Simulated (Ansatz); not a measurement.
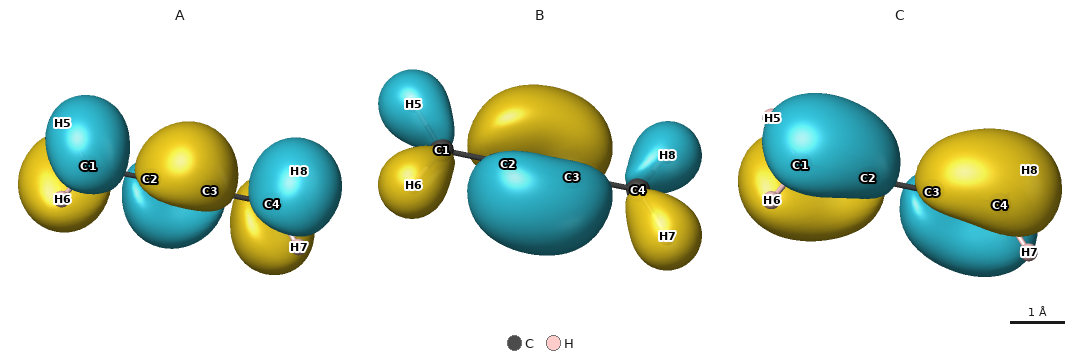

Figure 1: C4H4. Three frontier orbitals at ±0.1 Å⁻³ᐟ² (yellow and cyan are the two phases), in no order.

Geometry: B3LYP-D3(BJ)/def2-SVP.

Method: isolated molecule in a Gaussian basis; Kohn-Sham density functional theory, functional PBE0 (Ansatz 0.2.0).

```yaml
atoms:
  - { symbol: C, position_ang: [-0.8969, -1.3444, -0.5776] }
  - { symbol: C, position_ang: [-0.3481, -0.2117, -0.9768] }
  - { symbol: C, position_ang: [0.1804, 0.8816, -1.3628] }
  - { symbol: C, position_ang: [0.7270, 2.0148, -1.7633] }
  - { symbol: H, position_ang: [-1.8812, -1.6606, -0.9409] }
  - { symbol: H, position_ang: [-0.3878, -2.0078, 0.1306] }
  - { symbol: H, position_ang: [1.7111, 2.3338, -1.4018] }
  - { symbol: H, position_ang: [0.2153, 2.6762, -2.4716] }
```

Q: Order the three orbitals by energy and name them.

A: B is the HOMO−1 (−7.47 eV). By Hirshfeld shares it lies mainly on C2 (about 35 %), C3 (about 35 %), C1 (about 5 %) and C4 (about 5 %); it is symmetric in the molecular plane (an in-plane orbital: σ, lone-pair or in-plane π type); it is ungerade (odd under inversion). C is the HOMO (−7.09 eV). Its weight (Hirshfeld) is mainly on C1 (about 30 %), C4 (about 30 %), C2 (about 15 %) and C3 (about 15 %); it changes sign across the molecular plane (π type); it is gerade (even under inversion); π-bonding across C1–C2 and C3–C4; π-antibonding (a node) across C2–C3. A is the LUMO (−1.70 eV). Its weight (Hirshfeld) is mainly on C1 (about 25 %), C4 (about 25 %), C2 (about 15 %) and C3 (about 15 %); it changes sign across the molecular plane (π type); it is ungerade (odd under inversion); π-bonding across C2–C3; π-antibonding (a node) across C1–C2 and C3–C4.

Q: What is the HOMO–LUMO gap?

A: 5.39 eV between the orbital energies.
